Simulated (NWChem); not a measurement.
# One shape, several levels: HOF (hypofluorous acid)

Wanted: a comparison of 6 runs (HF/def2-SVP, B3LYP/6-31G*, PBE0/def2-SVP, B3LYP/def2-TZVP, PBE0/cc-pVTZ) of HOF (hypofluorous acid). 

The results are computed with NWChem 7.3.0.

**1. The structure to begin with**

HOF: 3 atoms, total charge 0, spin state singlet. As SMILES, `OF`. Geometry: relaxed at PBE0-D4/def2-TZVP.

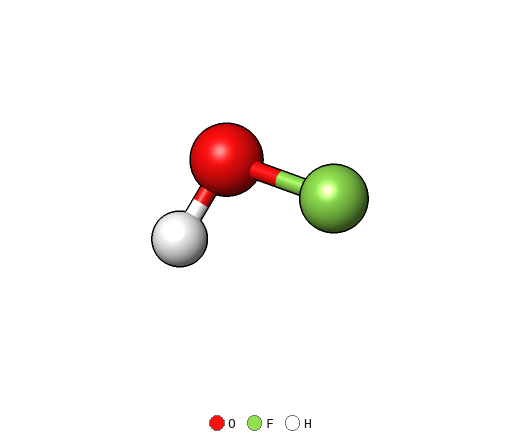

The structure, seen from a chosen angle (oxygen red, fluorine green, hydrogen white).

**2. Energy and gradient at HF/def2-SVP (run 1)**

The input, fho.xyz:

```xyz
3

O      0.430590    -0.210340     0.216330
F     -0.221910     1.014620    -0.010980
H     -0.208690    -0.804280    -0.205350
```

The input, fho.nw:

```
start fho
memory total 2200 mb
geometry noautosym nocenter noautoz
 load format xyz fho.xyz
end
basis spherical bse
 * library def2-SVP
end
scf
 thresh 1e-08
 maxiter 80
 print low
end
task scf gradient
```

Started as:

```bash
nwchem fho.nw > fho.out
```

Output:

```text
[...]
  functions       =    33
[...]
  wavefunction    = RHF
[...]
         Total SCF energy =   -174.590130223758
      One-electron energy =   -310.761279671639
      Two-electron energy =    102.108445872709
 Nuclear repulsion energy =     34.062703575172
        Time for solution =      0.3s
[...]
                         RHF ENERGY GRADIENTS
    atom               coordinates                        gradient
                 x          y          z           x          y          z
   1 O       0.813697  -0.397485   0.408804    0.028322  -0.015467   0.014048
   2 F      -0.419349   1.917354  -0.020749   -0.014882   0.027199  -0.005266
   3 H      -0.394367  -1.519869  -0.388055   -0.013440  -0.011732  -0.008782
 Task  times  cpu:        0.5s     wall:        0.5s
 Total times  cpu:        0.6s     wall:        0.6s
```

Run time: 1.1 s. Hardware: 1 thread of Intel Xeon 6975P-C (Granite Rapids), shared host; peak memory 0.095 GiB.

**3. Energy and gradient at B3LYP/6-31G(d) (spherical functions) (run 2)**

The input, run.py:

```python
from ase import Atoms
from ase.calculators.nwchem import NWChem

mol = Atoms(['O', 'F', 'H'], positions=[
    [0.430590, -0.210340, 0.216330],
    [-0.221910, 1.014620, -0.010980],
    [-0.208690, -0.804280, -0.205350],
])

calc = NWChem(
    label='m1',
    theory='dft',
    memory='2200 mb',
    basis='6-31G*',
    basispar='spherical bse',
    dft={'xc': 'b3lyp', 'mult': '1', 'grid': 'xfine', 'convergence': 'energy 1e-08', 'iterations': '100', 'mulliken': None},
)
mol.calc = calc

forces = mol.get_forces()
print("Total energy (eV):", round(mol.get_potential_energy(), 6))
print("forces (eV/A):")
for s, f in zip(mol.symbols, forces):
    print(f"{s:2s} {f[0]:10.5f} {f[1]:10.5f} {f[2]:10.5f}")
print("dipole (e A):", mol.get_dipole_moment().round(4))
```

Started as:

```bash
export ASE_NWCHEM_COMMAND="nwchem PREFIX.nwi > PREFIX.nwo"
python run.py
```

Output:

```text
Total energy (eV): -4776.113562
forces (eV/A):
O     0.74464   -0.61552    0.34617
F    -0.46537    0.80542   -0.16969
H    -0.27927   -0.18990   -0.17648
dipole (e A): [-0.2004 -0.3266 -0.1477]
```

The calculator wrote m1.nwi:

```
title "m1"

permanent_dir m1

scratch_dir m1

start m1

geometry units angstrom nocenter noautosym noautoz
  O  4.3058999999999997e-01 -2.1034000000000000e-01 2.1632999999999999e-01
  F  -2.2191000000000000e-01 1.0146200000000001e+00 -1.0980000000000000e-02
  H  -2.0868999999999999e-01 -8.0427999999999999e-01 -2.0535000000000000e-01
end

memory 2200 mb

basis spherical bse noprint
   * library 6-31G*
end

dft
  xc b3lyp
  mult 1
  grid xfine
  convergence energy 1e-08
  iterations 100
  mulliken
end

task dft gradient
```

m1.nwo:

```text
Northwest Computational Chemistry Package (NWChem) 7.3.0
             --------------------------------------------------------

           Job information
           ---------------

    nwchem branch   = 7.3.0
    use scalapack   = T
    input           = m1.nwi
    prefix          = m1.
    data base       = m1/m1.db
    status          = startup
    nproc           =        1

           Memory information
           ------------------

[... 5 lines left out ...]
    hardfail = no
[... 75 lines left out ...]
  convergence criterion.
[... 42 lines left out ...]
          Spatial weights used:  Erf1
[... 32 lines left out ...]
 1-e energy   =    -310.600948
[... 39 lines left out ...]
           Coulomb energy =      120.985946925233
[... 280 lines left out ...]
          Convergence on density requested:  1.00D-05
[... 28 lines left out ...]
          total energy or number of iterations.
[... 34 lines left out ...]
                 ----------------------------------------
                 |  Time  |  1-e(secs)   |  2-e(secs)   |
                 ----------------------------------------
                 |  CPU   |       0.00   |       0.16   |
                 ----------------------------------------
                 |  WALL  |       0.00   |       0.16   |
                 ----------------------------------------

 Task  times  cpu:        2.2s     wall:        2.2s
 Total times  cpu:        2.2s     wall:        2.2s
```

Wall time 3.3 s (1 thread of Intel Xeon 6975P-C (Granite Rapids), shared host); peak memory 0.11 GiB.

Run 3 isn't shown in full; the table further down has it.

**4. Energy and gradient at PBE0/def2-SVP (run 4)**

The input, run.py:

```python
from ase import Atoms
from ase.calculators.nwchem import NWChem

mol = Atoms(['O', 'F', 'H'], positions=[
    [0.430590, -0.210340, 0.216330],
    [-0.221910, 1.014620, -0.010980],
    [-0.208690, -0.804280, -0.205350],
])

calc = NWChem(
    label='geom',
    theory='dft',
    memory='2200 mb',
    basis='def2-SVP',
    basispar='spherical bse',
    dft={'xc': 'pbe0', 'mult': '1', 'grid': 'xfine', 'convergence': 'energy 1e-08', 'iterations': '100', 'mulliken': None},
)
mol.calc = calc

forces = mol.get_forces()
print(f"energy = {mol.get_potential_energy():.6f} eV")
print("forces (eV/A):")
for s, f in zip(mol.symbols, forces):
    print(f"{s:2s} {f[0]:10.5f} {f[1]:10.5f} {f[2]:10.5f}")
print("dipole (e A):", mol.get_dipole_moment().round(4))
```

Started as:

```bash
export ASE_NWCHEM_COMMAND="nwchem PREFIX.nwi > PREFIX.nwo"
python run.py
```

Output:

```text
energy = -4767.907095 eV
forces (eV/A):
O     0.01471    0.19551    0.02988
F     0.06510   -0.16501    0.01795
H    -0.07981   -0.03049   -0.04777
dipole (e A): [-0.1942 -0.3428 -0.1461]
```

The calculator wrote geom.nwi:

```
title "geom"

permanent_dir geom

scratch_dir geom

start geom

geometry units angstrom nocenter noautosym noautoz
  O  4.3058999999999997e-01 -2.1034000000000000e-01 2.1632999999999999e-01
  F  -2.2191000000000000e-01 1.0146200000000001e+00 -1.0980000000000000e-02
  H  -2.0868999999999999e-01 -8.0427999999999999e-01 -2.0535000000000000e-01
end

memory 2200 mb

basis spherical bse noprint
   * library def2-SVP
end

dft
  xc pbe0
  mult 1
  grid xfine
  convergence energy 1e-08
  iterations 100
  mulliken
end

task dft gradient
```

geom.nwo:

```text
Northwest Computational Chemistry Package (NWChem) 7.3.0
             --------------------------------------------------------

           Job information
           ---------------

    nwchem branch   = 7.3.0
    use scalapack   = T
    input           = geom.nwi
    prefix          = geom.
    data base       = geom/geom.db
    status          = startup
    nproc           =        1

           Memory information
           ------------------

[... 5 lines left out ...]
    hardfail = no
[... 75 lines left out ...]
  convergence criterion.
[... 41 lines left out ...]
          Spatial weights used:  Erf1
[... 32 lines left out ...]
 1-e energy   =    -310.399668
[... 44 lines left out ...]
           Coulomb energy =      120.777557359988
[... 298 lines left out ...]
          Convergence on density requested:  1.00D-05
[... 27 lines left out ...]
          total energy or number of iterations.
[... 34 lines left out ...]
                 ----------------------------------------
                 |  Time  |  1-e(secs)   |  2-e(secs)   |
                 ----------------------------------------
                 |  CPU   |       0.00   |       0.15   |
                 ----------------------------------------
                 |  WALL  |       0.00   |       0.15   |
                 ----------------------------------------

 Task  times  cpu:        2.4s     wall:        2.4s
 Total times  cpu:        2.4s     wall:        2.4s
```

Wall time 3.6 s (1 thread of Intel Xeon 6975P-C (Granite Rapids), shared host); peak memory 0.11 GiB.

Run 5 isn't shown in full; the table further down has it.

**5. Energy and gradient at PBE0/cc-pVTZ (run 6)**

The input, fho.nw:

```
start fho
memory stack 880 mb heap 220 mb global 1100 mb
charge 0
geometry units angstrom noautosym nocenter noautoz
  O      0.430590    -0.210340     0.216330
  F     -0.221910     1.014620    -0.010980
  H     -0.208690    -0.804280    -0.205350
end
basis spherical bse
  * library cc-pVTZ
end
dft
  xc pbe0
  grid xfine
  convergence energy 1e-08
  maxiter 100
  mulliken
end
task dft gradient
```

Started as:

```bash
nwchem fho.nw > fho.out
```

Output:

```text
[...]
          Wavefunction type:  closed shell.
          No. of atoms     :     3
          No. of electrons :    18
[...]
          Charge           :     0
          Spin multiplicity:     1
[...]
          AO basis - number of functions:    74
[...]
              XC Information
              --------------
                         PBE0 Method XC Functional
                     Hartree-Fock (Exact) Exchange  0.250
          PerdewBurkeErnzerhof Exchange Functional  0.750
            Perdew 1991 LDA Correlation Functional  1.000 local
           PerdewBurkeErnz. Correlation Functional  1.000 non-local
[...]
 d= 0,ls=0.0,diis     1   -175.3974887539 -2.09D+02  4.86D-03  4.84D-01     0.9
[...]
 d= 0,ls=0.0,diis     8   -175.4298553382  2.29D-09  1.10D-06  6.36D-08     6.3
         Total DFT energy =     -175.429855338240
      One electron energy =     -311.126495033588
           Coulomb energy =      120.784792776550
    Exchange-Corr. energy =      -19.150856656375
 Nuclear repulsion energy =       34.062703575172
[...]
  wavefunction    = closed shell
                         DFT ENERGY GRADIENTS
    atom               coordinates                        gradient
                 x          y          z           x          y          z
   1 O       0.813697  -0.397485   0.408804    0.001021   0.001751   0.000763
   2 F      -0.419349   1.917354  -0.020749    0.000283  -0.000167   0.000139
   3 H      -0.394367  -1.519869  -0.388055   -0.001305  -0.001583  -0.000902
[...]
```

It took 10 s on 1 thread of Intel Xeon 6975P-C (Granite Rapids), shared host; peak memory 0.12 GiB.

**6. All runs side by side**

```tsv
run	level	iteration cap	module	energy (Eh)	largest force (eV/Å)	wall time
1	HF/def2-SVP	80	scf	-174.590130	1.810	1.1 s
2	B3LYP/6-31G* (spherical functions)	100	dft	-175.518937	1.026	3.3 s
3	B3LYP/6-31G* (Cartesian functions)	100	dft	-175.521961	0.990	2.8 s
4	PBE0/def2-SVP	100	dft	-175.217355	0.198	3.6 s
5	B3LYP/def2-TZVP	100	dft	-175.616556	0.778	8.7 s
6	PBE0/cc-pVTZ	100	dft	-175.429855	0.115	10 s
```

**7. What came out**

| quantity | value |
| --- | --- |
| run 6: total energy | -175.42986 Eh |
| run 6: dipole moment | 1.94 D |
| run 6: HOMO energy | -9.04 eV |
| run 6: LUMO energy | -0.76 eV |
| run 6: HOMO–LUMO gap | 8.28 eV |
| run 6: largest force on an atom | 0.115 eV/Å |

What this shows: Over runs 2, 3, 4, 5, 6 the dipole moment (its size) runs from 1.94 D (PBE0/cc-pVTZ) to 2.02 D (PBE0/def2-SVP). Over runs 2, 3, 4, 5, 6 the HOMO–LUMO gap runs from 7.46 eV (B3LYP/def2-TZVP) to 8.40 eV (PBE0/def2-SVP). The two ends differ in method and basis. Totals of different functionals can't be ranked against each other. All runs together took 30 s, the longest 10 s.
